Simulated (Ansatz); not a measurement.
Run report: WH$_{2}$Cl$_{2}$F$_{4}$, nudged elastic band (part 1 of 2)

- system: WH$_{2}$Cl$_{2}$F$_{4}$
- method: RKS PBE-D4/def2-SVP (Ansatz 0.2.0)

It belongs to a series of runs on one base structure; here: band between the two ends. Figures and captions count atoms from 1; the log counts them from 0 in places.

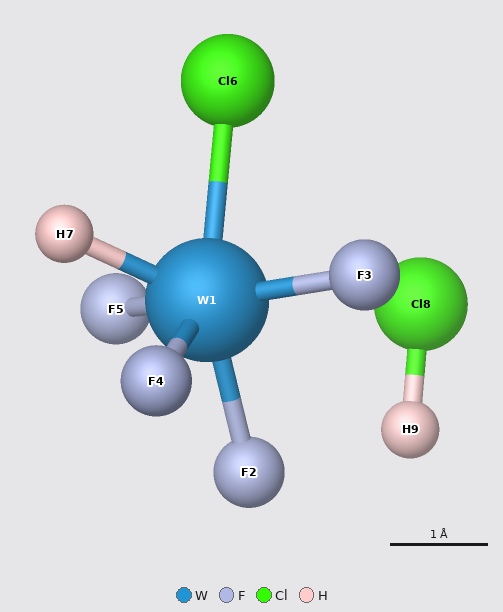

The starting structure (ball-and-stick view, seen at a tilt; atoms are numbered from 1 in the order of the input). Sticks mark near contacts. Bond lengths as drawn: Cl–H 1.30 Å, Cl–W 2.32 Å, F–W 1.87 to 1.90 Å and H–W 1.69 Å.

### Input file
```yaml
crystal:
  periodic: [false, false, false]
  atoms:
    - { symbol: W, position_ang: [0.087479, -0.005298, -0.065265] }
    - { symbol: F, position_ang: [0.306445, 0.676476, 1.695521] }
    - { symbol: F, position_ang: [1.93035, -0.030849, -0.408162] }
    - { symbol: F, position_ang: [0.219135, 1.803785, -0.530151] }
    - { symbol: F, position_ang: [-1.399895, -0.791258, 0.75158] }
    - { symbol: Cl, position_ang: [0.099304, -1.851164, -1.462525] }
    - { symbol: H, position_ang: [-1.102863, 0.305801, -1.22718] }
    - { symbol: Cl, position_ang: [1.269418, -2.183761, 1.86716] }
    - { symbol: H, position_ang: [1.223826, -1.224431, 2.746823] }
basis:
  gaussian: { orbitals: def2-SVP }
hamiltonian:
  xc: pbe
  dispersion: d4
neb:
  order_check: false
  images: 9
  f_tol: 0.05
  max_iterations: 60
  final_atoms:
    - { symbol: W, position_ang: [0.1162536, -0.34105323, -0.02952248] }
    - { symbol: F, position_ang: [0.68611105, 0.43298666, 2.16241268] }
    - { symbol: F, position_ang: [1.89027062, 0.2237487, -0.23315988] }
    - { symbol: F, position_ang: [-0.38648922, 1.46524127, 0.00466283] }
    - { symbol: F, position_ang: [-1.51430622, -0.56215054, 0.86457712] }
    - { symbol: Cl, position_ang: [-0.54144215, -2.08937311, -1.38541071] }
    - { symbol: H, position_ang: [0.14661161, 0.12030856, -1.64219694] }
    - { symbol: Cl, position_ang: [1.17830811, -2.11489782, 1.2381757] }
    - { symbol: H, position_ang: [1.05788161, -0.43550948, 2.38826268] }
  initial_path:
    images:
      - { positions_ang: [[0.087479, -0.005298, -0.065265], [0.306445, 0.676476, 1.695521], [1.93035, -0.030849, -0.408162], [0.219135, 1.803785, -0.530151], [-1.399895, -0.791258, 0.75158], [0.099304, -1.851164, -1.462525], [-1.102863, 0.305801, -1.22718], [1.269418, -2.183761, 1.86716], [1.223826, -1.224431, 2.746823]] }
      - { positions_ang: [[0.06261014, -0.00395394, -0.04550406], [0.29585579, 0.54971276, 1.79919758], [1.90353529, -0.03534829, -0.36843926], [0.17787942, 1.81308526, -0.42573075], [-1.49391742, -0.62176839, 0.65658954], [0.05922294, -1.95835321, -1.15256625], [-0.93506588, 0.23847722, -1.31596574], [1.36979054, -2.12318962, 1.63056479], [1.19328817, -1.15936079, 2.58965517]] }
      - { positions_ang: [[0.03774127, -0.00260988, -0.02574313], [0.28526658, 0.42294953, 1.90287415], [1.87672058, -0.03984758, -0.32871653], [0.13662384, 1.82238551, -0.32131051], [-1.58793983, -0.45227877, 0.56159907], [0.01914188, -2.06554243, -0.8426075], [-0.76726875, 0.17115343, -1.40475148], [1.47016309, -2.06261823, 1.39396958], [1.16275034, -1.09429058, 2.43248733]] }
      - { positions_ang: [[0.01287241, -0.00126581, -0.00598219], [0.27467737, 0.29618629, 2.00655073], [1.84990587, -0.04434687, -0.28899379], [0.09536826, 1.83168577, -0.21689026], [-1.68196225, -0.28278916, 0.46660861], [-0.02093918, -2.17273164, -0.53264875], [-0.59947163, 0.10382965, -1.49353722], [1.57053563, -2.00204685, 1.15737436], [1.13221251, -1.02922037, 2.2753195]] }
      - { positions_ang: [[-0.01199645, 7.825e-05, 0.01377875], [0.26408816, 0.16942305, 2.11022731], [1.82309116, -0.04884616, -0.24927106], [0.05411268, 1.84098603, -0.11247002], [-1.77598466, -0.11329954, 0.37161815], [-0.06102024, -2.27992085, -0.22268999], [-0.4316745, 0.03650586, -1.58232296], [1.67090818, -1.94147547, 0.92077915], [1.10167469, -0.96415017, 2.11815167]] }
      - { positions_ang: [[-0.03686532, 0.00142231, 0.03353968], [0.25349895, 0.04265982, 2.21390389], [1.79627645, -0.05334545, -0.20954832], [0.0128571, 1.85028629, -0.00804977], [-1.87000708, 0.05619007, 0.27662768], [-0.10110131, -2.38711007, 0.08726876], [-0.26387738, -0.03081792, -1.67110869], [1.77128072, -1.88090408, 0.68418394], [1.07113686, -0.89907996, 1.96098383]] }
      - { positions_ang: [[-0.00624153, -0.0670728, 0.02092725], [0.34002137, 0.12072518, 2.20360564], [1.81507528, 0.00207338, -0.21427063], [-0.06701216, 1.77327728, -0.00550725], [-1.79886691, -0.06747805, 0.39421757], [-0.18916947, -2.32756268, -0.20726714], [-0.18177958, -0.00059262, -1.66532634], [1.6526862, -1.92770283, 0.79498229], [1.06848581, -0.80636586, 2.0464396]] }
      - { positions_ang: [[0.02438225, -0.13556791, 0.00831482], [0.42654379, 0.19879055, 2.1933074], [1.83387412, 0.05749221, -0.21899294], [-0.14688143, 1.69626828, -0.00296473], [-1.72772673, -0.19114617, 0.51180746], [-0.27723764, -2.26801528, -0.50180303], [-0.09968178, 0.02963267, -1.65954399], [1.53409168, -1.97450158, 0.90578064], [1.06583476, -0.71365177, 2.13189537]] }
      - { positions_ang: [[0.05500603, -0.20406301, -0.00429761], [0.51306621, 0.27685592, 2.18300916], [1.85267295, 0.11291104, -0.22371526], [-0.22675069, 1.61925927, -0.00042221], [-1.65658656, -0.31481429, 0.62939735], [-0.36530581, -2.20846789, -0.79633892], [-0.01758399, 0.05985797, -1.65376164], [1.41549715, -2.02130033, 1.01657899], [1.06318371, -0.62093767, 2.21735114]] }
      - { positions_ang: [[0.08562982, -0.27255812, -0.01691004], [0.59958863, 0.35492129, 2.17271092], [1.87147179, 0.16832987, -0.22843757], [-0.30661996, 1.54225027, 0.00212031], [-1.58544639, -0.43848242, 0.74698723], [-0.45337398, -2.1489205, -1.09087482], [0.06451381, 0.09008327, -1.64797929], [1.29690263, -2.06809908, 1.12737735], [1.06053266, -0.52822358, 2.30280691]] }
      - { positions_ang: [[0.1162536, -0.34105323, -0.02952248], [0.68611105, 0.43298666, 2.16241268], [1.89027062, 0.2237487, -0.23315988], [-0.38648922, 1.46524127, 0.00466283], [-1.51430622, -0.56215054, 0.86457712], [-0.54144215, -2.08937311, -1.38541071], [0.14661161, 0.12030856, -1.64219694], [1.17830811, -2.11489782, 1.2381757], [1.05788161, -0.43550948, 2.38826268]] }
```

Launched with:
```bash
ansatz run input.yaml --threads 4 --pin off --max-ram 5120MiB --backend cpu --events-out ev --progress --plain --runs-dir out
```

### Output
```
Engine: ansatz 0.2.0, aarch64-unknown-linux-gnu
Functional definition: PBE
  parameter kappa = 0.804
  parameter beta = 0.06672455060314922
  exchange = pbe_x(kappa = kappa, mu = beta*pi^2/3)
  correlation = pbe_c(beta = beta)
1405 factors; their error is unknown
mean field evaluation 1: about -37732.3012 eV, gradient 7.2e1 eV
mean field evaluation 2: about -37573.3438 eV, gradient 3.0e2 eV
mean field evaluation 4: about -37739.9018 eV, gradient 3.1e1 eV
mean field evaluation 8: about -37741.5439 eV, gradient 3.1e-1 eV
mean field evaluation 16: about -37741.4558 eV, gradient 4.7e-3 eV
mean field -37741.45575221 eV, -1386.9729168161 hartree, gradient 4.7e-5 eV, S^2 0.000000; 0 other end points of the search recorded, 0 dependent functions left out
the calculation of the forces begins
reference -37741.45582212 eV, -1386.9729193855 hartree; 43, 43 occupied and 91, 91 virtual orbitals, 1405 factors
1405 factors; their error is unknown
mean field evaluation 32: about -37741.4566 eV, gradient 1.9e-1 eV
mean field -37741.36876852 eV, -1386.9697202246 hartree, gradient 3.6e-5 eV, S^2 0.000000; 0 other end points of the search recorded, 0 dependent functions left out
[... from here on the field's lines of each further geometry are left out, up to the last ...]
NEB iter   1: max|band force component| = 8.212e0 eV/Å  barrier→ = 7.6257 eV  barrier← = 7.5498 eV  Δτ_max = 0.1966 Å  (1051 SCF iters)
NEB iter   2: max|band force component| = 5.261e0 eV/Å  barrier→ = 5.2308 eV  barrier← = 5.1548 eV  Δτ_max = 0.1977 Å  (444 SCF iters)
NEB iter   3: max|band force component| = 3.092e0 eV/Å  barrier→ = 3.4009 eV  barrier← = 3.3249 eV  Δτ_max = 0.1967 Å  (388 SCF iters)
NEB iter   4: max|band force component| = 1.767e0 eV/Å  barrier→ = 2.0349 eV  barrier← = 1.9589 eV  Δτ_max = 0.2000 Å  (359 SCF iters)
NEB iter   5: max|band force component| = 5.566e0 eV/Å  barrier→ = 1.5043 eV  barrier← = 1.4283 eV  Δτ_max = 0.0998 Å  (346 SCF iters)
NEB iter   6: max|band force component| = 1.501e0 eV/Å  barrier→ = 1.0877 eV  barrier← = 1.0117 eV  Δτ_max = 0.2000 Å  (338 SCF iters)
NEB iter   7: max|band force component| = 1.178e0 eV/Å  barrier→ = 0.8463 eV  barrier← = 0.7703 eV  Δτ_max = 0.2000 Å  (346 SCF iters)
NEB iter   8: max|band force component| = 2.039e0 eV/Å  barrier→ = 0.7628 eV  barrier← = 0.6869 eV  Δτ_max = 0.1015 Å  (336 SCF iters)
NEB iter   9: max|band force component| = 6.438e-1 eV/Å  barrier→ = 0.5585 eV  barrier← = 0.4825 eV  Δτ_max = 0.2000 Å  (329 SCF iters)
NEB iter  10: max|band force component| = 8.029e-1 eV/Å  barrier→ = 0.5769 eV  barrier← = 0.5009 eV  Δτ_max = 0.1024 Å  (340 SCF iters)
NEB iter  11: max|band force component| = 5.893e-1 eV/Å  barrier→ = 0.4844 eV  barrier← = 0.4084 eV  Δτ_max = 0.1020 Å  (338 SCF iters)
NEB iter  12: max|band force component| = 2.654e-1 eV/Å  barrier→ = 0.4418 eV  barrier← = 0.3659 eV  CI = image 5  Δτ_max = 0.1704 Å  (341 SCF iters)
NEB iter  13: max|band force component| = 4.449e-1 eV/Å  barrier→ = 0.4143 eV  barrier← = 0.3384 eV  CI = image 5  Δτ_max = 0.0852 Å  (335 SCF iters)
NEB iter  14: max|band force component| = 3.766e-1 eV/Å  barrier→ = 0.3528 eV  barrier← = 0.2769 eV  CI = image 5  Δτ_max = 0.0856 Å  (332 SCF iters)
NEB iter  15: max|band force component| = 3.631e-1 eV/Å  barrier→ = 0.3025 eV  barrier← = 0.2266 eV  CI = image 5  Δτ_max = 0.0857 Å  (332 SCF iters)
NEB iter  16: max|band force component| = 4.990e-1 eV/Å  barrier→ = 0.2740 eV  barrier← = 0.1981 eV  CI = image 5  Δτ_max = 0.0426 Å  (325 SCF iters)
NEB iter  17: max|band force component| = 4.751e-1 eV/Å  barrier→ = 0.2510 eV  barrier← = 0.1751 eV  CI = image 5  Δτ_max = 0.0425 Å  (306 SCF iters)
NEB iter  18: max|band force component| = 4.473e-1 eV/Å  barrier→ = 0.2304 eV  barrier← = 0.1545 eV  CI = image 3  Δτ_max = 0.0860 Å  (304 SCF iters)
NEB iter  19: max|band force component| = 4.684e-1 eV/Å  barrier→ = 0.2609 eV  barrier← = 0.1850 eV  CI = image 3  Δτ_max = 0.0849 Å  (339 SCF iters)
NEB iter  20: max|band force component| = 2.306e-1 eV/Å  barrier→ = 0.2614 eV  barrier← = 0.1855 eV  CI = image 3  Δτ_max = 0.1674 Å  (330 SCF iters)
NEB iter  21: max|band force component| = 7.267e-1 eV/Å  barrier→ = 0.2575 eV  barrier← = 0.1816 eV  CI = image 3  Δτ_max = 0.0497 Å  (321 SCF iters)
NEB iter  22: max|band force component| = 1.317e-1 eV/Å  barrier→ = 0.2554 eV  barrier← = 0.1795 eV  CI = image 3  Δτ_max = 0.0256 Å  (306 SCF iters)
NEB iter  23: max|band force component| = 8.966e-2 eV/Å  barrier→ = 0.2547 eV  barrier← = 0.1788 eV  CI = image 3  Δτ_max = 0.0125 Å  (311 SCF iters)
the calculation of the forces begins
reference -37741.33264223 eV, -1386.9683926079 hartree; 43, 43 occupied and 91, 91 virtual orbitals, 1405 factors
1405 factors; their error is unknown
mean field evaluation 2208: about -37741.2696 eV, gradient 8.6e-1 eV
mean field -37741.18890389 eV, -1386.9631103214 hartree, gradient 1.4e-5 eV, S^2 0.000000; 1 other end points of the search recorded, 0 dependent functions left out
the calculation of the forces begins
reference -37741.18897472 eV, -1386.9631129243 hartree; 43, 43 occupied and 91, 91 virtual orbitals, 1405 factors
NEB iter  24: max|band force component| = 1.936e-2 eV/Å  barrier→ = 0.2546 eV  barrier← = 0.1786 eV  CI = image 3  Δτ_max = 0.0000 Å  (631 SCF iters)
```
